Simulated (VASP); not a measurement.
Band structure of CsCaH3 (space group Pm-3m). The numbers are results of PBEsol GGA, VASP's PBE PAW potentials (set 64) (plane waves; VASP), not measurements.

Unless said otherwise, spin-orbit coupling is left out, though it shifts the bands of the heavy elements here.

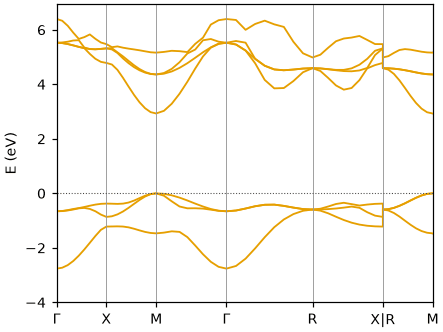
*Bands along high-symmetry lines, zero at the valence-band maximum or, without a gap, the Fermi level*

Q: Read the plot: is there a gap, and where are the band edges?

A: The gap is direct, 2.93 eV, from the valence maximum at M to the conduction minimum at M.

The structure comes from a computed database's CsCaH3 entry (Pm-3m); how it stands against other phases isn't given here. The cell was not relaxed at this level.
